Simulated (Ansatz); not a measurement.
Calculation: PBE (plane waves to 420 eV, PAW; Ansatz, a quantum-chemistry and plane-wave program).

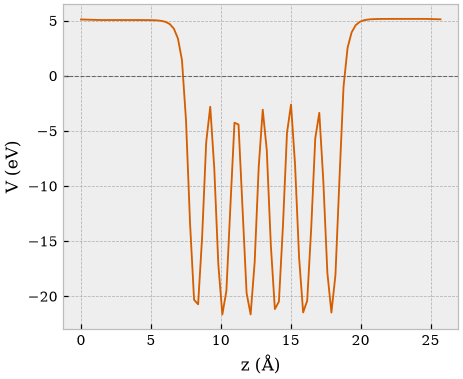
*Plane-averaged electrostatic potential energy along the normal, in eV from the Fermi level, for a constructed model of the (100) surface of fcc Rh, a layer of Pt in place of the second plane (bottom of the slab: a bare face, its two planes held)*

Set-up: 6 atoms, 9.5 Å thick at the start (thin: gaps and levels are the slab's own); mesh 14x14x1; 0.1 eV smearing; dipole correction on; 2 atoms held, the rest relaxed; start symmetry kept, larger cells not searched; no spin, no spin-orbit, no U. It is one candidate, not shown to be the stable structure of the face.

The vacuum level lies 5.16 eV above the Fermi level over the top face and 5.06 eV above it under the bottom face.
